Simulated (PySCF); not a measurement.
# BiO3 (Bi(O)3-): the cost of one run

Program: PySCF 2.14.0. Level of theory: PBE0, Bi def2-SVP with ECP60, O def2-SVP; scalar-relativistic core potentials, no spin–orbit coupling. These are calculated values, not measurements.

2 further runs of the same task are left out: 2 for a known fault of the program.

**1. Where the work starts**

4 atoms, charge -1, spin multiplicity 1.

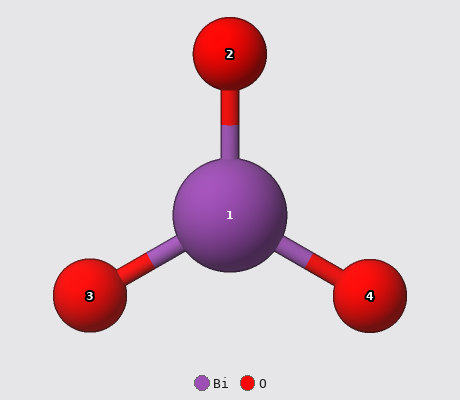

Start geometry, drawn with bismuth purple, oxygen red; atoms are numbered from 1 in the order of the file.

As a file:

```xyz
4

Bi    0.0000    0.0000    0.0000
O     1.7020    0.0000    0.0000
O    -0.8510    1.4740    0.0000
O    -0.8510   -1.4740    0.0000
```

Formal oxidation states: Bi +5.

**2. SCF at the start, singlet**

The input, run.py (the lines that set the calculation):

```python
mol = gto.M(atom='''
Bi     0.00000     0.00000     0.00000
O      1.70200     0.00000     0.00000
O     -0.85100     1.47400     0.00000
O     -0.85100    -1.47400     0.00000''',
    basis={'Bi': 'def2-SVP', 'O': 'def2-SVP'},
    ecp={'Bi': 'def2-SVP'},
    charge=-1, spin=0)
mf = dft.RKS(mol, xc='PBE0')
mf.grids.atom_grid = (50, 194)
mf = mf.density_fit()  # fitting sets: Bi def2-universal-JKFIT, O def2-universal-JKFIT
mf.conv_tol = 1e-08; mf.max_cycle = 55
mf.kernel(dm0)  # dm0: free metal ions and neutral atoms
```

Run with:

```bash
$ OMP_NUM_THREADS=2 python run.py
```

What time and memory should one allow on 2 threads of Intel Xeon Platinum 8259CL at 2.50GHz (Skylake/Cascade Lake), shared host?

About 1.3 s, with a peak of 0.31 GiB.
